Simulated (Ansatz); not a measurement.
**Cl₄FHOW···H₂: density, localisation and related maps**

Input file:

```
crystal:
  periodic: [false, false, false]
  atoms:
    - { symbol: W, position_ang: [-0.081518, -0.0665, -0.200644] }
    - { symbol: F, position_ang: [0.019025, 0.040757, 1.663836] }
    - { symbol: Cl, position_ang: [2.245934, -0.000197, -0.383056] }
    - { symbol: Cl, position_ang: [-0.079601, 2.253977, -0.34698] }
    - { symbol: Cl, position_ang: [-2.399665, -0.026019, 0.014557] }
    - { symbol: O, position_ang: [0.01472, -1.933374, 0.053391] }
    - { symbol: H, position_ang: [0.269563, -2.469663, 0.829597] }
    - { symbol: Cl, position_ang: [-0.307794, -0.376905, -2.476099] }
    - { symbol: H, position_ang: [1.544936, 1.651869, 1.547869] }
    - { symbol: H, position_ang: [1.460401, 1.499554, 2.24703] }
basis:
  gaussian: { orbitals: def2-SVP }
hamiltonian:
  xc: pbe
relax:
  f_tol: 0.03
  max_steps: 50
output:
  orbitals: {}
```

Command:

```sh
ansatz run input.yaml --threads 4 --pin off --max-ram 5120MiB --backend cpu --events-out ev --progress --plain --runs-dir out
```

The fields are those of the run's last geometry, not of the input's.

Core potentials replace the inner electrons of W.

All numbers below come from RKS PBE/def2-SVP in Ansatz.

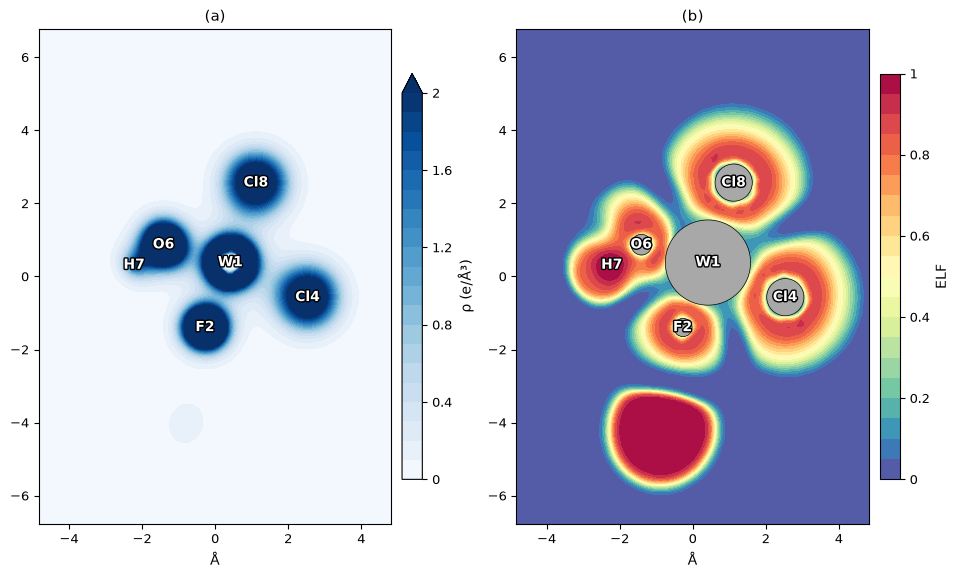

Figure 1. (a) electron density; (b) ELF on the plane of atoms Cl4, W1 and Cl8. Grey discs cover the atomic cores in the ELF map.

Question: What do the fields say about this system?

Answer: The plane passes through W, F, Cl, O and H nuclei.
W–O (1.89 Å): ρ is about 1.1 e/Å³ halfway; the ELF peaks at about 0.85 in the valence shell of O, 0.5 Å from its nucleus, and drops to about 0.25 between the two atoms.
W–F (1.90 Å): ρ is about 0.99 e/Å³ halfway; the ELF peaks at about 0.85 in the valence shell of F, 0.5 Å from its nucleus, and drops to about 0.20 between the two atoms.
W–Cl (2.30 Å): ρ at the midpoint is about 0.68 e/Å³; the ELF peaks at about 0.85 in the valence shell of Cl, 0.8 Å from its nucleus, and is about 0.35 at the midpoint.
O–H (0.98 Å): the density is about 3.6 e/Å³ at the midpoint; the ELF climbs to about 1 towards the hydrogen, as it does in any bond to H: a covalent bond by its length.

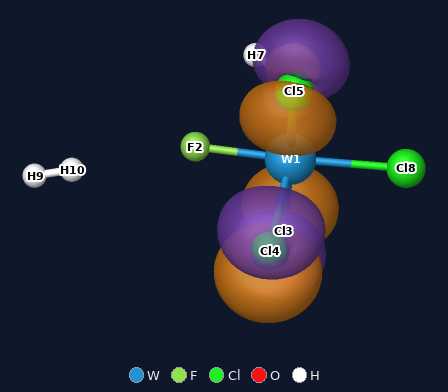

Figure 2. The HOMO at ±0.1 Å⁻³ᐟ² (orange and purple are the two phases), seen at a tilt.

Question: What is the character of this orbital?

Answer: By Hirshfeld shares it lies mainly on Cl4 (about 40 %), Cl3 (about 25 %) and Cl5 (about 25 %); largely a combination of lone pairs on Cl4, Cl3 and Cl5. Its energy is −7.63 eV.

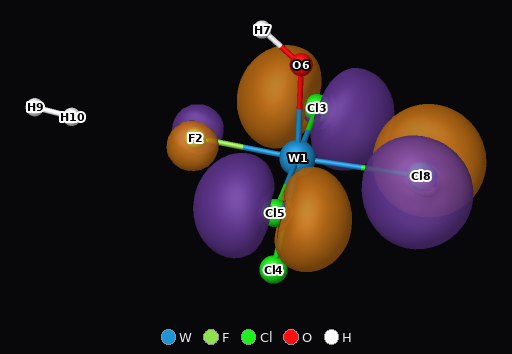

Figure 3. The HOMO−1 at ±0.1 Å⁻³ᐟ² (orange and purple are the two phases), seen at a tilt.

Question: What is the character of this orbital?

Answer: It lies mainly on Cl8 (about 40 %), Cl5 (about 25 %) and Cl3 (about 25 %); largely a combination of lone pairs on Cl8, Cl5 and Cl3. Its energy is −7.89 eV.
